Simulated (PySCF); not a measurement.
C$_{4}$H$_{9}$FO$_{2}$Si (SMILES FC[SiH]1OCCCO1)

Input file:

```
{"job": {"kind": "uv", "xc": "B3LYP", "basis": "def2-SVPD", "nstates": 8, "ntriplets": 3}, "charge": 0, "multiplicity": 1}
F      3.753682    -0.172108    -0.061930
C      2.585478    -0.177616    -0.796520
Si     1.113350     0.140146     0.360774
O      0.219244    -1.219891     0.471205
C     -1.174169    -1.125294     0.631513
C     -1.789498    -0.121949    -0.338002
C     -1.208244     1.270793    -0.119511
O      0.182216     1.293775    -0.322395
H      2.698660     0.603819    -1.549158
H      2.544407    -1.148214    -1.293155
H      1.549982     0.565748     1.689651
H     -1.398992    -0.829546     1.663486
H     -1.579527    -2.126255     0.456483
H     -1.562347    -0.438061    -1.357416
H     -2.870033    -0.095417    -0.200850
H     -1.428811     1.607034     0.900605
H     -1.642397     1.985067    -0.825342
```

Launched as:

```sh
OMP_NUM_THREADS=1 python probes_run.py task.json out
```

Geometry: GFN2-xTB.

The calculation used B3LYP/def2-SVPD, SCF density, gas phase (PySCF).

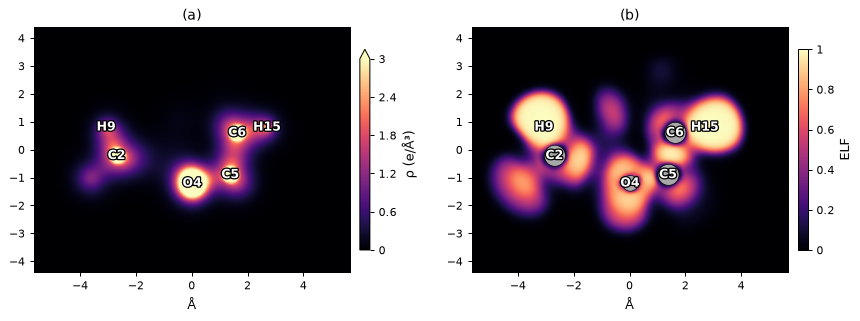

Figure 1. (a) electron density; (b) electron localisation function on the plane of atoms C5, C6 and H15. Grey discs cover the atomic cores in the ELF map.

Q: What do the fields say about this system?

A: The plane passes through C, O and H nuclei. C–O (1.41 Å): the density is about 2 e/Å³ at the midpoint, with its minimum of 1.7 e/Å³ about 0.5 Å from C; the ELF peaks at about 0.90 between the atoms: a shared but strongly polarised pair. C–C (1.52 Å): ρ is about 1.7 e/Å³ halfway; the ELF peaks at about 0.95 between the atoms; localised, covalent bonding. C–H (1.09 Å): ρ is about 2 e/Å³ halfway; the ELF climbs to about 1 towards the hydrogen, as it does in any bond to H: a covalent bond by its length. The ELF also peaks beside O4 and F1, away from the bonds: lone-pair regions.

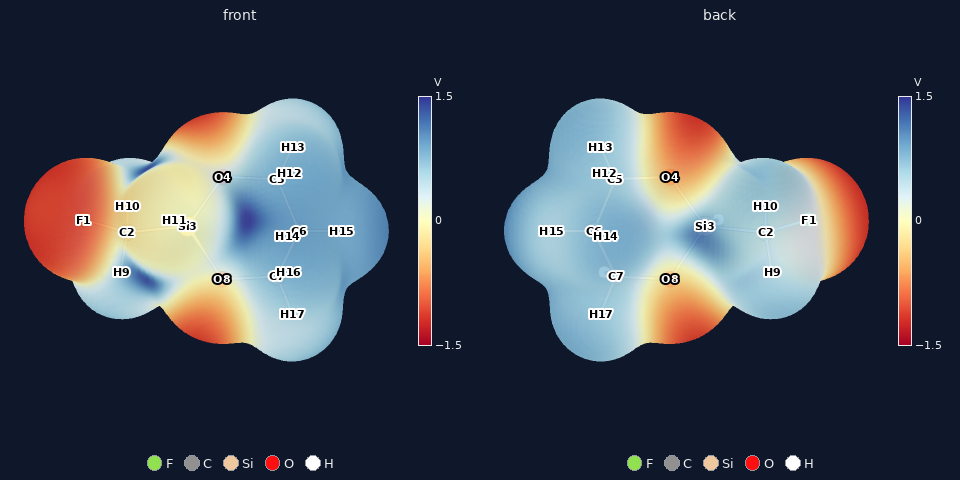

Figure 2. The electrostatic potential painted on the density surface at 0.002 e/bohr³, seen from the front and from behind; the colour scale runs from red (negative) to blue (positive).

Q: Describe the electrostatic potential map.

A: The most negative region (about −1.2 V) lies over F1 and O4, the most positive (about +1.3 V) over Si3.

Q: What dipole moment does the calculation give?

A: Its dipole moment is 3.53 D.
